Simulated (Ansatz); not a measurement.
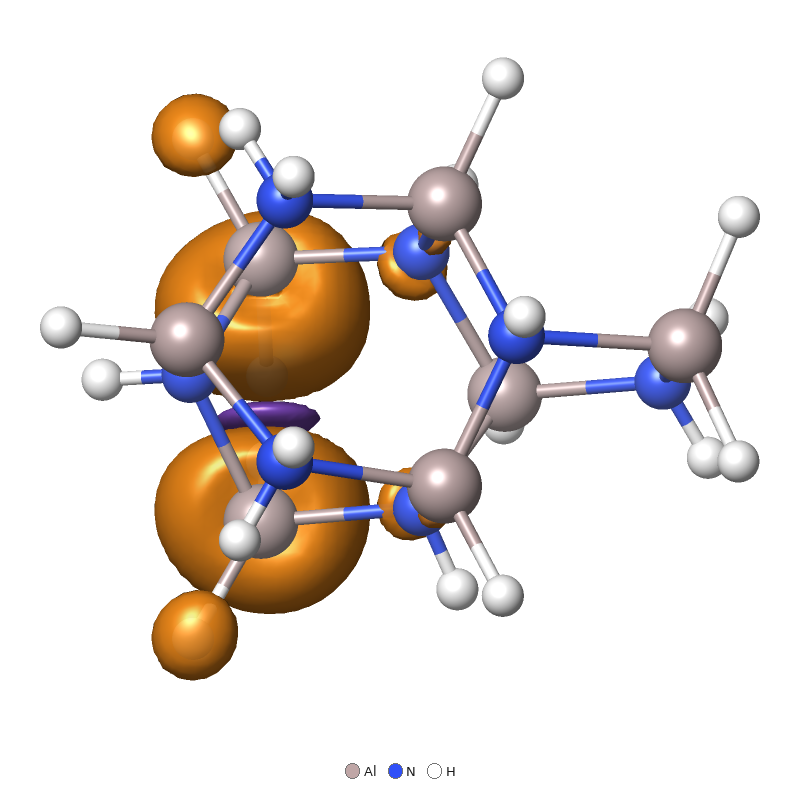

Al₇H₂₀N₇ (charge +1, doublet). Isosurfaces of the spin density at +0.015 (orange) and −0.015 e/Å³ (purple), seen from one side.

Geometry: PBE-D4/def2-SVP.

Computed with UKS PBE0-D4/def2-TZVP in Ansatz 0.2.0.

```xyz
34

Al   -0.0032   -3.2099   -1.1038
N    -0.0087   -3.0672    0.8913
N    -0.0015   -1.2616   -1.5462
Al   -1.6476   -0.4657   -0.9899
Al   -0.0034   -1.3023    1.6892
N    -1.4946   -0.3053    0.9434
N    -1.5229    1.3975   -1.6668
Al   -1.5283    1.4925    1.6128
Al    1.6470   -0.4713   -0.9890
N     1.4923   -0.3114    0.9443
N     1.5287    1.3925   -1.6657
Al    0.0046    2.4846   -1.1155
Al    1.5328    1.4865    1.6133
N     0.0040    2.3462    0.7959
H    -1.4281   -3.8039   -1.5205
H     1.4252   -3.8030   -1.5103
H    -0.8232   -3.5964    1.2466
H     0.7992   -3.6035    1.2510
H    -0.0016   -1.2981   -2.5830
H    -3.0204   -1.1067   -1.4602
H    -0.0035   -1.3752    3.2794
H    -2.3638   -0.7347    1.3130
H    -1.5762    1.3525   -2.6996
H    -2.3970    1.8990   -1.4247
H    -2.9133    2.2734    1.5851
H    -0.4982    1.3347    3.1810
H     3.0187   -1.1151   -1.4588
H     2.3595   -0.7442    1.3147
H     1.5827    1.3471   -2.6984
H     2.4043    1.8911   -1.4229
H     0.0069    3.9562   -1.7072
H     0.5027    1.3330    3.1814
H     2.9208    2.2619    1.5852
H     0.0059    3.3269    1.1351
```

**Describe the spin distribution.**

The unpaired spin (1 electron) lies mostly on Al8 (about 0.2), Al13 (about 0.2), H26 (about 0.2) and H32 (about 0.2), in electrons by Hirshfeld's partition.
